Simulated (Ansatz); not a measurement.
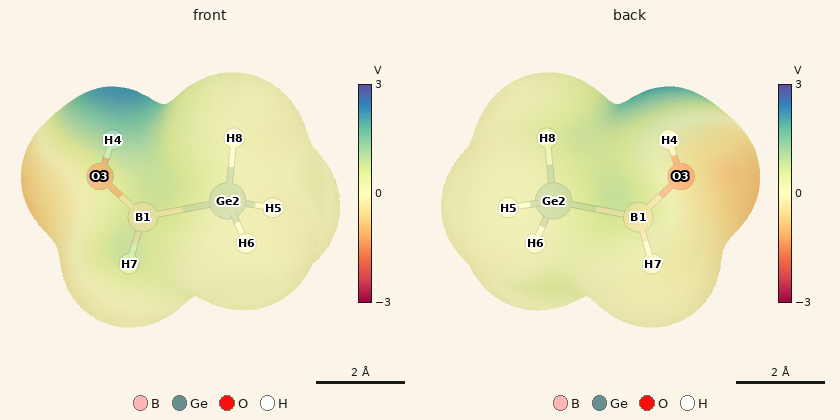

Figure. BGeH$_{5}$O. The electrostatic potential painted on the density surface at 0.001 e/bohr³, seen from the front and from behind; red is negative and blue positive.

Geometry: r2SCAN-D4/def2-SVP.

Computed with Ansatz, isolated molecule in a Gaussian basis; Kohn-Sham density functional theory, functional PBE0.

Input file:

```
crystal:
  periodic: [false, false, false]
  atoms:
    - symbol: B
      position_ang: [-0.467340, -0.798257, -1.139828]
    - symbol: Ge
      position_ang: [0.088037, 0.827094, 0.027876]
    - symbol: O
      position_ang: [0.357991, -1.348636, -2.054846]
    - symbol: H
      position_ang: [1.222445, -0.919072, -2.114258]
    - symbol: H
      position_ang: [0.042557, 0.499193, 1.531135]
    - symbol: H
      position_ang: [-0.840052, 2.035998, -0.187910]
    - symbol: H
      position_ang: [-1.558795, -1.313955, -1.040991]
    - symbol: H
      position_ang: [1.526367, 1.294495, -0.292696]
basis:
  gaussian:
    orbitals: def2-TZVPD
hamiltonian:
  xc: {name: PBE0}
output: {forces: true, orbitals: {seedname: orbitals}}
```

Run with:

```sh
ansatz run input.yaml --threads 1 --pin off --max-ram 2610MiB --events-out events.jsonl --progress --plain --runs-dir runs
```

Question: Where is the surface potential most negative and most positive?

Answer: The most negative region (about −0.9 V) lies over O3, the most positive (about +2.2 V) over H4.
